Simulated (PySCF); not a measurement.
# singlet C2H3O+: levels of theory compared

We compute a comparison of 6 runs (HF/STO-3G, B3LYP/6-31G*, M06-2X/def2-TZVP, PBE0/def2-TZVP, wB97M-V/def2-TZVP, SCS-MP2/def2-TZVP) of singlet C2H3O+. 

The results are computed with PySCF 2.14.0.

1 further run of the same task is left out (set aside as unsound or not needed).

### Step 1. The structure to begin with

C2H3O+: 6 atoms, total charge +1, spin state singlet. As SMILES of the parent species, `C[C]=O`. The coordinates come from a PBE0-D4/def2-TZVP relaxation. That shape belongs to the parent species and isn't relaxed for this state.

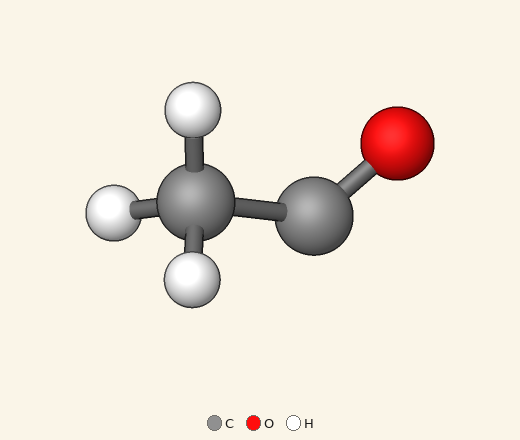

The structure, seen from a chosen angle (carbon grey, oxygen red, hydrogen white).

### Step 2. The energy at HF/STO-3G (run 1)

The input, job.py:

```python
from pyscf import gto

system = gto.Mole()
system.atom = [
    ('C', (-0.150600, 0.360900, -0.246200)),
    ('C', (-0.095300, -0.937800, 0.496900)),
    ('O', (0.811800, -1.439800, 1.050900)),
    ('H', (-0.929700, 0.983800, 0.196900)),
    ('H', (0.814100, 0.875700, -0.222400)),
    ('H', (-0.450200, 0.157100, -1.276100)),
]
system.basis = 'sto-3g'
system.max_memory = 1860
system.verbose = 3
system.charge = 1
system.build()

calc0 = system.RHF()
calc0.conv_tol = 1e-10
calc0.kernel()
if not calc0.converged:
    calc0 = calc0.newton().run(calc0.mo_coeff, calc0.mo_occ)

energy = calc0.e_tot
print('Final energy', energy)
```

On the command line:

```bash
$ OMP_NUM_THREADS=1 python job.py
```

The log of the run:

```text
converged SCF energy = -150.090756938866
Final energy -150.09075693886587
```

It took 0.91 s on 1 thread of Intel Xeon at 2.70GHz, shared host; peak memory 0.12 GiB.

### Step 3. A single-point energy at B3LYP/6-31G(d) (spherical functions) (run 2)

The input, input.py:

```python
from pyscf import gto, dft

mol = gto.Mole()
mol.atom = [
    ('C', (-0.150600, 0.360900, -0.246200)),
    ('C', (-0.095300, -0.937800, 0.496900)),
    ('O', (0.811800, -1.439800, 1.050900)),
    ('H', (-0.929700, 0.983800, 0.196900)),
    ('H', (0.814100, 0.875700, -0.222400)),
    ('H', (-0.450200, 0.157100, -1.276100)),
]
mol.max_memory = 1860
mol.basis = '6-31g*'
mol.spin = 0
mol.verbose = 4
mol.charge = 1
mol.build()

mf = dft.RKS(mol, xc='b3lyp')
mf.conv_tol = 1e-10
mf.grids.level = 5
mf.kernel()
if not mf.converged:
    mf = mf.newton().run(mf.mo_coeff, mf.mo_occ)

etot = mf.e_tot
print('E(%s) = %.9f' % ('B3LYP', etot))
```

On the command line:

```bash
$ OMP_NUM_THREADS=1 python input.py
```

The log of the run:

```text
PySCF version 2.14.0

[... 76 lines left out ...]
converged SCF energy = -152.869626281068
E(B3LYP) = -152.869626281
```

Wall time 8.7 s (1 thread of Intel Xeon at 2.70GHz, shared host); peak memory 0.27 GiB.

Runs 3 to 5 aren't shown in full; the table further down has their settings and results.

### Step 4. A single-point energy at SCS-MP2/def2-TZVP (run 6)

The input, input.py:

```python
from pyscf import gto, scf, mp

mol = gto.M(
    atom='''
C     -0.284593     0.682002    -0.465251
C     -0.180091    -1.772185     0.939005
O      1.534080    -2.720828     1.985913
H     -1.756878     1.859113     0.372087
H      1.538426     1.654833    -0.420275
H     -0.850755     0.296876    -2.411480
''',
    spin=0,
    max_memory=1860,
    unit='bohr',
    basis='def2-tzvp',
    charge=1,
    verbose=3,
)

hf = scf.RHF(mol)
hf.conv_tol = 1e-10
hf.kernel()
if not hf.converged:
    hf = hf.newton().run(hf.mo_coeff, hf.mo_occ)

pt = mp.MP2(hf, frozen=3).run()
etot = hf.e_tot + 1.2 * pt.e_corr_os + pt.e_corr_ss / 3
print('Final energy', etot)
```

On the command line:

```bash
$ OMP_NUM_THREADS=1 python input.py
```

The log of the run:

```text
converged SCF energy = -152.053099731001
E(RMP2) = -152.597224446527  E_corr = -0.544124715525543
E(SCS-RMP2) = -152.590677066339  E_corr = -0.537577335337437
Final energy -152.5906770663388
```

It took 3.9 s on 1 thread of Intel Xeon at 2.70GHz, shared host; peak memory 0.3 GiB.

### Step 5. The series

| run | level | integration grid | nlc grid | energy (Eh) | HOMO energy (eV) | LUMO energy (eV) | HOMO–LUMO gap (eV) | wall time |
| --- | --- | --- | --- | --- | --- | --- | --- | --- |
| 1 | HF/STO-3G | – | – | -150.090757 | -21.95 | -5.44 | 16.51 | 0.91 s |
| 2 | B3LYP/6-31G* (spherical functions) | 5 | – | -152.869626 | -18.42 | -11.55 | 6.86 | 8.7 s |
| 3 | M06-2X/def2-TZVP | 5 | – | -152.859882 | -20.10 | -10.09 | 10.01 | 37 s |
| 4 | PBE0/def2-TZVP | 5 | – | -152.751668 | -18.65 | -11.28 | 7.36 | 26 s |
| 5 | wB97M-V/def2-TZVP | 5 | 1 | -152.874207 | -21.00 | -8.84 | 12.16 | 83 s |
| 6 | SCS-MP2/def2-TZVP | – | – | -152.590677 | -22.44 | -6.97 | 15.47 | 3.9 s |

### Step 6. Outcome

| quantity | value |
| --- | --- |
| run 6: total energy | -152.59068 Eh |
| run 6: HOMO energy (Hartree–Fock orbitals) | -22.44 eV |
| run 6: LUMO energy (Hartree–Fock orbitals) | -6.97 eV |
| run 6: HOMO–LUMO gap (Hartree–Fock orbitals) | 15.47 eV |
| run 6: correlation energy (3 core orbitals frozen) | -537.6 mEh |

In words: Over runs 1, 2, 3, 4, 5 the HOMO–LUMO gap runs from 6.86 eV (B3LYP/6-31G*) to 16.51 eV (HF/STO-3G). The two ends differ in method and basis. Totals of different functionals can't be ranked against each other. In run 1 the basis is minimal, so the values are rough. All runs together took 2.6 min, the longest 83 s.
